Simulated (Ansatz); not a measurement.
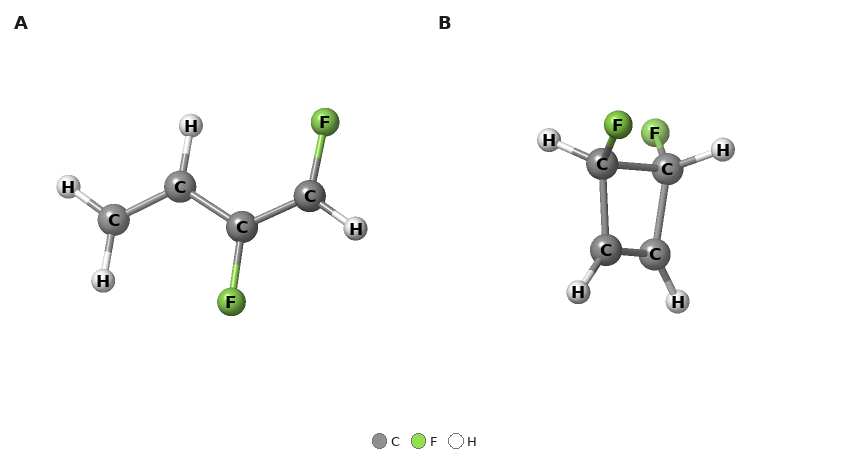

2 stationary structures of one formula. Geometries: PBE-D4/def2-SVP. Electronic energies: PBE-D4/def2-SVP (Ansatz 0.2.0), without zero-point energy. No frequency run is at hand to confirm each as a minimum. Each is one conformer, not always the lowest.

How are they related?

Answer. They are constitutional isomers of C4H4F2: A `C=C/C(F)=C\F`, B `F[C@@H]1C=C[C@H]1F`.

Which is lowest in energy, and by how much?

Answer. A is lowest; B lies 30.6 kJ/mol above it.
